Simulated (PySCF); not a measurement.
Tert-butanol, SMILES CC(C)(C)O (C4H10O), singlet at its GFN2-xTB optimised geometry (Å):

```
15

C     -0.5846    -0.8104    -1.2561
C     -0.0590    -0.1048     0.0000
C     -0.5847    -0.8106     1.2559
C     -0.4797     1.3645     0.0000
O      1.3615    -0.1048     0.0000
H     -1.6690    -0.7569    -1.2955
H     -0.1767    -0.3354    -2.1451
H     -0.2892    -1.8589    -1.2577
H     -0.1768    -0.3356     2.1451
H     -1.6690    -0.7573     1.2953
H     -0.2891    -1.8591     1.2575
H     -1.5623     1.4508     0.0000
H     -0.0798     1.8591    -0.8808
H     -0.0798     1.8590     0.8808
H      1.6690    -1.0178    -0.0001
```

Level of theory: CAM-B3LYP/def2-TZVP in PySCF. Cells within 0.4 Å of a nucleus heavier than hydrogen are left out (blank, or x).

Map of the log10 of the electron density (e/bohr³), floored at −4 on the plane z = 0.0 Å:

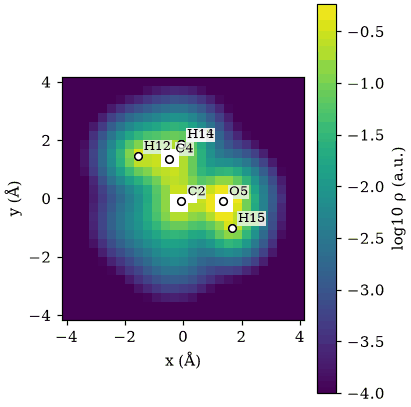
*Log10 of the electron density (e/bohr³), floored at −4 on the plane z = 0.0 Å.*
